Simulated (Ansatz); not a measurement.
The calculation's input:

```
crystal:
  periodic: [false, false, false]
  atoms:
    - {symbol: Cl, position_ang: [-0.788671, -1.062472, -2.072701]}
    - {symbol: Si, position_ang: [0.496871, 0.981918, -0.431663]}
    - {symbol: Si, position_ang: [-0.355611, -0.791575, 0.802964]}
    - {symbol: H, position_ang: [1.133898, 1.968247, 0.537091]}
    - {symbol: H, position_ang: [1.626040, 0.627440, -1.330655]}
    - {symbol: H, position_ang: [-0.527780, 1.810502, -1.118927]}
    - {symbol: H, position_ang: [-1.836761, -0.911657, 0.777032]}
    - {symbol: H, position_ang: [-0.064164, -0.526830, 2.273328]}
    - {symbol: H, position_ang: [0.316179, -2.095472, 0.563432]}
basis:
  gaussian: {orbitals: "def2-TZVPPD.json"}
total_charge: -1
hamiltonian: {xc: pbe0, dispersion: d4}
output: {orbitals: {seedname: orbitals}}
```

Run with:

```sh
ansatz run in.yaml --threads 4 --pin off --events-out ev --progress --plain --max-ram 9574MiB
```

Geometry: PBE0-D4/def2-TZVPD.

Computed with Ansatz, RKS PBE0-D4/def2-TZVPPD.

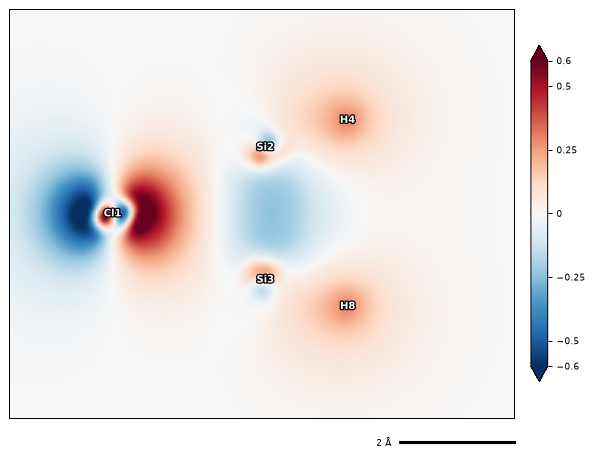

Cl···H6Si2 (SMILES [Cl-].[SiH3][SiH3]) (charge −1). The HOMO on the plane of atoms Si3, Si2 and H4 (values in Å⁻³ᐟ²; the overall sign is arbitrary).

What is the character of this orbital?

Its weight (Hirshfeld) is mainly on Cl1 (about 70 %), Si2 (about 10 %) and Si3 (about 10 %); largely a lone pair of Cl1. Its energy is −2.25 eV.
